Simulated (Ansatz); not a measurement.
# UB2PLYP/STO-3G run of [OF2]+ (SMILES F[O+]F)

What is the energy change on altering one bond length of [OF2]+ at UB2PLYP/STO-3G? 

The results are computed with Ansatz 0.2.0.

16 further runs of the same task are left out: 13 that didn't finish, 3 set aside as unsound or not needed.

### 1 Starting point

[OF2]+: 3 atoms, total charge +1, spin state doublet. As SMILES, `F[O+]F`. Geometry: relaxed at GFN2-xTB.

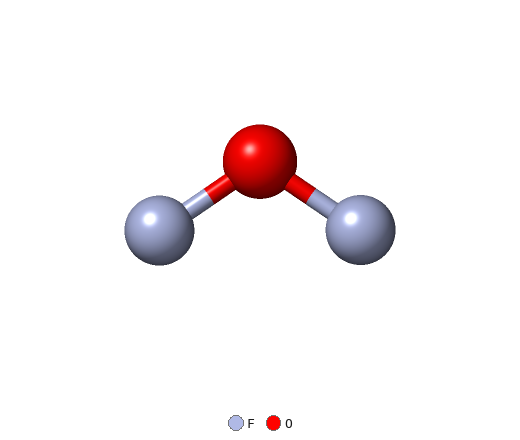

Viewed from a chosen angle; fluorine light blue, oxygen red.

### 2 The energy at UB2PLYP/STO-3G

input.yaml

```yaml
crystal:
  periodic: [false, false, false]
  atoms:
    - {symbol: F, position_ang: [0.928320, -0.299370, 0.478940]}
    - {symbol: O, position_ang: [0.000600, 0.484920, 0.053430]}
    - {symbol: F, position_ang: [-0.928920, -0.185540, -0.532380]}
basis:
  gaussian:
    orbitals: STO-3G
total_charge: 1
magnetization:
  spin_polarized: true
  initial_magnetization: 1
hamiltonian:
  xc: {name: B2PLYP}
correlation:
  frozen_orbitals: {F: 1, O: 1}
accuracy: high
```

Run with:

```bash
ansatz run input.yaml --threads 1 --pin off --max-ram 2610MiB --events-out events.jsonl --progress --plain --runs-dir runs
```

The log of the run:

```text
Warning: RAYON_NUM_THREADS=1 ignored (pool sized by the plan → 1); use --threads N
Functional definition: B2PLYP
  name "B2PLYP"
  parameter a = 0.53
  parameter c = 0.27
  exchange = (1 - a)*b88_x + a*exact_x
  correlation = (1 - c)*lyp_c + c*(mp2_os + mp2_ss)
250 factors; integrals over basis functions are off by at most 3.9e-8 eV
mean field evaluation 1: about -7347.7002 eV, gradient 2.1e1 eV
mean field evaluation 2: about -7347.7759 eV, gradient 2.1e1 eV
mean field evaluation 4: about -7350.4003 eV, gradient 1.2e0 eV
mean field evaluation 8: about -7350.4259 eV, gradient 4.8e-2 eV
mean field evaluation 16: about -7350.4260 eV, gradient 2.6e-5 eV
mean field -7350.42601077 eV, -270.1231735980 hartree, gradient 4.3e-8 eV, S^2 0.751636; 0 other end points of the search recorded, 0 dependent functions left out
3 core orbitals not correlated: weight in the atoms' cores, before any rotation towards them, 1.000 or more for the frozen orbitals, at most 0.000 for the correlated occupied ones
reference -7350.42601843 eV, -270.1231738797 hartree; 10, 9 occupied and 2, 3 virtual orbitals, 250 factors
second order -5.07055403 eV of doubles, -0.00000000 eV of singles
Total energy: -7351.79506802 eV, -270.1734855240 hartree
```

Wall time 1.2 s (1 thread of Arm Neoverse V1, shared host); peak memory 0.11 GiB.

### 3 The distorted shape at the same level

molecule.yaml

```yaml
crystal:
  periodic: [false, false, false]
  atoms:
    - {symbol: F, position_ang: [1.160267, -0.495457, 0.585326]}
    - {symbol: O, position_ang: [0.000600, 0.484920, 0.053430]}
    - {symbol: F, position_ang: [-0.928920, -0.185540, -0.532380]}
basis:
  gaussian: {orbitals: STO-3G}
total_charge: 1
magnetization: {spin_polarized: true, initial_magnetization: 1}
hamiltonian: {xc: {name: B2PLYP}}
correlation: {frozen_orbitals: {F: 1, O: 1}}
accuracy: high
```

Run with:

```bash
ansatz run molecule.yaml --threads 1 --pin off --max-ram 2610MiB --events-out events.jsonl --progress --plain --runs-dir runs
```

The log of the run, shortened:

```text
Warning: RAYON_NUM_THREADS=1 ignored (pool sized by the plan → 1); use --threads N
[... 2 set-up lines as earlier in the session ...]
[...]
250 factors; integrals over basis functions are off by at most 5.2e-8 eV
[...]
mean field -7350.02151210 eV, -270.1083085460 hartree, gradient 1.6e-8 eV, S^2 1.084954; 9 other end points of the search recorded, 0 dependent functions left out
3 core orbitals not correlated: weight in the atoms' cores, before any rotation towards them, 1.000 or more for the frozen orbitals, at most 0.000 for the correlated occupied ones
reference -7350.02152006 eV, -270.1083088385 hartree; 10, 9 occupied and 2, 3 virtual orbitals, 250 factors
second order -4.51236627 eV of doubles, -0.00000000 eV of singles
Total energy: -7351.23985895 eV, -270.1530819670 hartree
```

It took 6.9 s on 1 thread of Arm Neoverse V1, shared host; peak memory 0.11 GiB.

### 4 Outcome

At UB2PLYP/STO-3G, 3 core orbitals frozen:

| quantity | value |
| --- | --- |
| first shape: total energy | -270.17349 Eh |
| first shape: ⟨S²⟩ | 0.752 |
| distorted shape: total energy | -270.15308 Eh |
| distorted shape: ⟨S²⟩ | 1.085 |
| energy change with the F1–O2 bond stretched from 1.287 to 1.609 Å | 0.555 eV |

With the F1–O2 bond stretched from 1.287 to 1.609 Å the energy rises by 0.56 eV (53.6 kJ/mol). The first shape isn't relaxed at this level, so the change isn't measured from a minimum. The minimal basis adds a large error of its own. ⟨S²⟩ (distorted shape) is 1.08 where a pure doublet has 0.75: the reference is spin-contaminated.
